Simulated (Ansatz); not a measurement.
# Rh wire along [111], 13 atoms a period: bands along the axis, part 2 of 2

Wanted: the relaxed geometry and the bands of the Rh wire along [111], 13 atoms a period.

Ansatz 0.2.0; DFT PBE, plane waves, PAW; relaxation of a wire's period; PAW set soft_1 (the session's first sound run).

So far: Starting point; The relaxed wire.

## (2) The relaxed wire (continued)

Step by step:

| step | energy less that of the first step (eV) | largest force component (eV/Å) | pressure (GPa) | volume (Å³) |
| --- | --- | --- | --- | --- |
| 1 | 0.0000 | 1.7303 | -3.67 | 931.21 |
| 2 | -1.5729 | 0.8693 | 1.11 | 900.70 |
| 3 | -1.7118 | 0.1949 | 0.11 | 881.77 |
| 4 | -1.7458 | 0.0639 | -0.05 | 892.45 |
| 5 | -1.7477 | 0.0102 | 0.01 | 893.76 |
| 6* | -1.7422 | 0.0108 | 0.02 | 893.76 |

Relaxation steps marked * repeat the geometry before them on a plane-wave basis chosen anew for their cell, so energy and pressure can jump there.

Forces are held to the 4 operations that the run works with; a distortion that breaks them can't arise in this run.

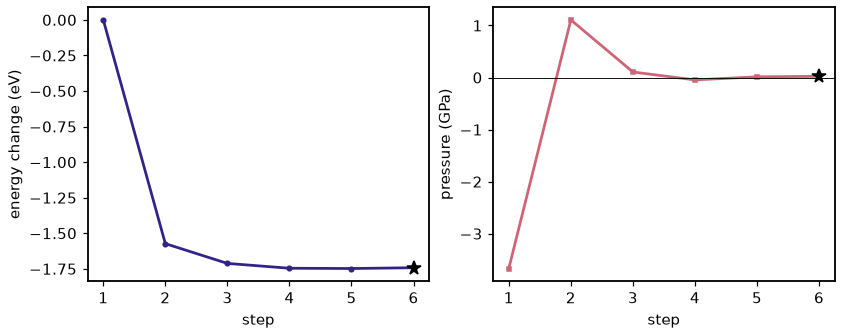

Energy and pressure along the relaxation. Stars mark steps on a basis chosen anew.

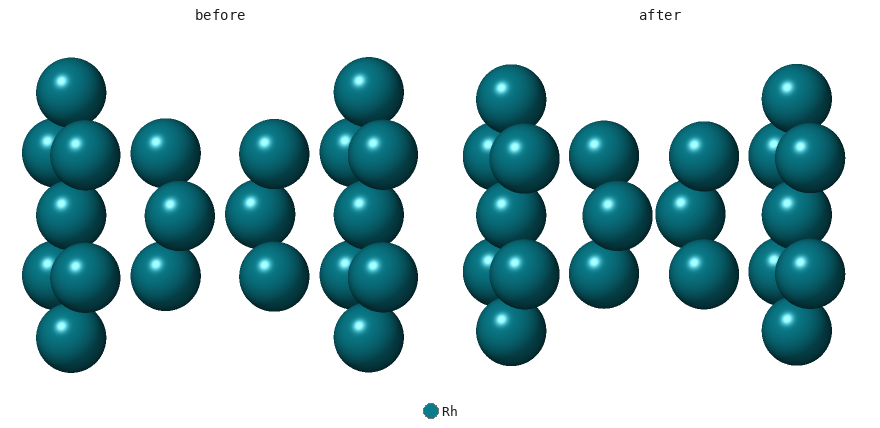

The structure before and after the relaxation, drawn at the same scale.

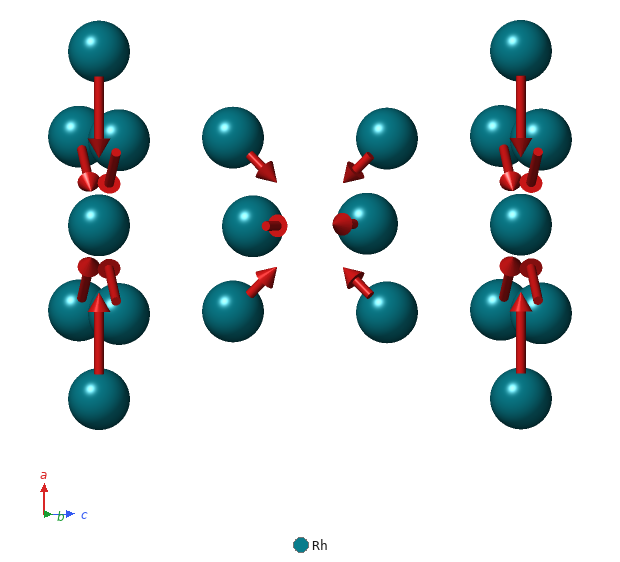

Displacements in the relaxation, exaggerated, measured against the changing cell; the longest in the cell stands for 0.15 Å. Some periodic images of atoms are drawn too.

| cell as run | before | after | change |
| --- | --- | --- | --- |
| c (Å) | 6.634 | 6.367 | -4.0 % |

The atoms that moved most (Å, along periodic axes as changes of fractional coordinates times the final cell, across vacuum about the mean position):

| atom | dx | dy | dz | length |
| --- | --- | --- | --- | --- |
| Rh1 | 0.076 | 0.132 | 0.000 | 0.152 |
| Rh3 | -0.076 | 0.132 | 0.000 | 0.152 |
| Rh12 | 0.076 | -0.132 | 0.000 | 0.152 |
| Rh13 | -0.076 | -0.132 | 0.000 | 0.152 |
| Rh11 | 0.149 | 0.000 | 0.000 | 0.149 |
| Rh4 | -0.149 | 0.000 | 0.000 | 0.149 |
| Rh9 | 0.000 | 0.060 | -0.048 | 0.077 |
| Rh6 | 0.000 | -0.060 | 0.048 | 0.077 |

Final coordinates:

```cif
data_structure
_symmetry_space_group_name_H-M 'P 1'
_symmetry_Int_Tables_number 1
_cell_length_a 12.2160
_cell_length_b 11.4910
_cell_length_c 6.3670
_cell_angle_alpha 90.000
_cell_angle_beta 90.000
_cell_angle_gamma 90.000
_cell_volume 893.76
loop_
_atom_site_label
_atom_site_type_symbol
_atom_site_fract_x
_atom_site_fract_y
_atom_site_fract_z
_atom_site_occupancy
Rh1 Rh 0.39537 0.30736 0.99993 1
Rh2 Rh 0.50002 0.50000 0.00000 1
Rh3 Rh 0.60467 0.30736 0.99993 1
Rh4 Rh 0.70950 0.50000 0.00000 1
Rh5 Rh 0.39337 0.43463 0.34068 1
Rh6 Rh 0.50002 0.63084 0.34088 1
Rh7 Rh 0.60666 0.43463 0.34068 1
Rh8 Rh 0.39337 0.56537 0.65932 1
Rh9 Rh 0.50002 0.36916 0.65912 1
Rh10 Rh 0.60666 0.56537 0.65932 1
Rh11 Rh 0.29053 0.50000 0.00000 1
Rh12 Rh 0.39537 0.69264 0.00007 1
Rh13 Rh 0.60467 0.69264 0.00007 1
```

This step gave:

```yaml
energy_at_zero_smearing: -83216.1560 eV
cell_length_along_the_wire: 6.367 Å
```

The cell's length comes to 6.367 Å with spin left out.

## (3) The wire at its relaxed period

This step: DFT PBE, plane waves, PAW; bands of a perfect wire; PAW set soft_1 (Ansatz 0.2.0).

At the relaxed period the bands are computed along the axis; those that cross an energy going forward count the channels that a perfect wire would open there.

Input file input.yaml:

```yaml
crystal:
  lattice:
    - [12.216, 0.0, 0.0]
    - [0.0, 11.491, 0.0]
    - [0.0, 0.0, 6.3669912352]
  atoms:
    - { symbol: Rh, position: [0.395365242, 0.307357387, 0.999930514] }
    - { symbol: Rh, position: [0.500017925, 0.5, 0.0] }
    - { symbol: Rh, position: [0.604670608, 0.307357387, 0.999930514] }
    - { symbol: Rh, position: [0.709504386, 0.5, 0.0] }
    - { symbol: Rh, position: [0.393371413, 0.434632103, 0.340682403] }
    - { symbol: Rh, position: [0.500017925, 0.630844482, 0.340883063] }
    - { symbol: Rh, position: [0.606664437, 0.434632103, 0.340682403] }
    - { symbol: Rh, position: [0.393371413, 0.565367897, 0.659317597] }
    - { symbol: Rh, position: [0.500017925, 0.369155518, 0.659116937] }
    - { symbol: Rh, position: [0.606664437, 0.565367897, 0.659317597] }
    - { symbol: Rh, position: [0.290531464, 0.5, 0.0] }
    - { symbol: Rh, position: [0.395365242, 0.692642613, 6.9486e-05] }
    - { symbol: Rh, position: [0.604670608, 0.692642613, 6.9486e-05] }
kpoints:
  mp_grid: { grid: [1, 1, 13] }
  band_path: { path: ["Γ", Z], npoints: 90 }
scf:
  occupations: { method: fermi_dirac, width: 0.05 }
hamiltonian:
  xc: pbe
  pseudopotentials: { kind: paw, azcp: { folder: soft_1 } }
output:
  dos: { e_range: [-5, 4] }
  write_potential: true
  write_density: true
  volumetric_format: npy
```

Run with:

```
$ ansatz run input.yaml --threads 4 --pin off --max-ram 16384MiB --backend cpu --events-out ev --progress --plain --runs-dir out
```

Numbers of over 12 decimals in the logs are rounded to 6 here.

Log:

```text
[...]
Crystal: 13 atoms, lattice volume = 893.760 Å³
Basis set: ecut = 420 eV, 17431 PW (Γ)
Bands: 133, of which v1, the nominal top of the filled ones, is band 111 counted from 1 (110 counted from 0)
Symmetry: 4 space group operations
[...]
k-points: 7 of 13
[...]
SCF iter   1: F=—  HF=-83222.576415 eV  |F-HF|=—  |Δ(HF+E_count)|=         —  Δρ=4.02e-2  dr2=2.83e1  ethr=3.10e-3  ⟨swp⟩=8.3  Hψ=3933  notcnv=0  defer=2
[...]
SCF iter  15: F=-83216.362842 eV  HF=-83216.362842 eV  |F-HF|=1.30e-8  |Δ(HF+E_count)|=   1.92e-8  Δρ=1.55e-6  dr2=2.37e-8  ethr=4.52e-11  ⟨swp⟩=12.4  Hψ=2484  notcnv=0
SCF 1 converged in 15 iterations: F = -83216.362842 eV  dr2 = 2.37e-8
[...]
NSCF: frozen V_eff on 91 k-points
WARN: The output density's exchange-correlation potential varies sharply where the density is thin. Do not read a vacuum level from v_tot or v_xc, or from such a field of the output density. On a cell that repeats whose density bears no net charge and no dipole along the vacuum's axis use v_es (v_loc + v_h of the components); under efield.dipole_correction with no amplitude use v_es + v_field, which holds any externa [...]
SCF converged after 15 iterations
Free energy (F): -83216.362842 eV
[...]
Internal energy: -83215.949370 eV  (E = F + TS)
E sigma→0 (E₀):  -83216.156106 eV
Entropy (-TS):   -0.413472 eV (-31.806 meV/atom)
Fermi energy:    0.815029 eV
[...]
--- Band table (eV; the first three rows and the last of 7) ---
  k-point 0: bands = [... 107 lower, 0.6861, 0.6910, 0.7075, 0.7558, 0.7591, 0.7810, 0.8966, 0.9017, ... 18 higher]
  k-point 1: bands = [... 107 lower, 0.6718, 0.7012, 0.7048, 0.7670, 0.7689, 0.7803, 0.9060, 0.9105, ... 18 higher]
  k-point 2: bands = [... 107 lower, 0.6775, 0.7325, 0.7331, 0.7778, 0.8067, 0.8085, 0.9459, 0.9484, ... 18 higher]
  k-point 6: bands = [... 107 lower, 0.7921, 0.7935, 0.8374, 0.8446, 1.0012, 1.0031, 1.0050, 1.0744, ... 18 higher]
```

Wall time 2.1 min (4 threads of Arm Neoverse V1, shared host); peak memory 5.4 GiB.

In the SCF lines HF is the Harris–Foulkes energy and dr2 the Hartree energy of the density residual, in eV; the loop may stop once dr2 is under the threshold and the program's other checks hold. Hψ counts applications of the Hamiltonian.

Numbers from this step:

| Quantity | Value |
| --- | --- |
| energy at zero smearing | -83216.1561 eV |
| band gap | 0 eV |

The electronic bands at the labelled points (eV, zero at the Fermi level; # counts the bands kept):

| point | #55 | #56 | #57 | #58 | #59 | #60 | #61 | #62 |
| --- | --- | --- | --- | --- | --- | --- | --- | --- |
| Γ | -0.13 | -0.12 | -0.11 | -0.06 | -0.06 | -0.03 | 0.08 | 0.09 |
| Z | -0.02 | -0.02 | 0.02 | 0.03 | 0.19 | 0.20 | 0.20 | 0.26 |

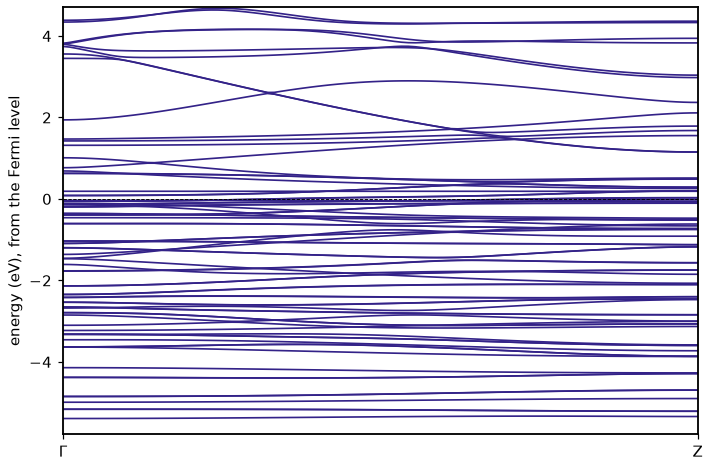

Electronic bands along the path.

Between Γ and Z the bands cross the Fermi level 4 times, so a perfect wire would conduct at least 4 G₀, with spin left out.

## (4) What came out

| Quantity | Value |
| --- | --- |
| cell length, PBE | 6.367 Å |
| ballistic conductance by band crossings, a lower bound, PBE | 4 G₀ |

Under PBE the cell's length is 6.37 Å, and the bands cross the Fermi level 4 times between Γ and Z, which gives a perfect wire at least 4 G₀ (opposite crossings within one step of the path cancel in such a count). No spin was allowed, though thin wires with open d shells can turn magnetic.

[Logs are printed without paths, hosts, clocks, repeated set-up lines and the standing remarks that a program may print on its own settings, such as how far it seeks lower states.]

[Hosts, paths, dates, database ids (printed as entryN), source tags and the programs' standing remarks are cut or masked in the printed files.]
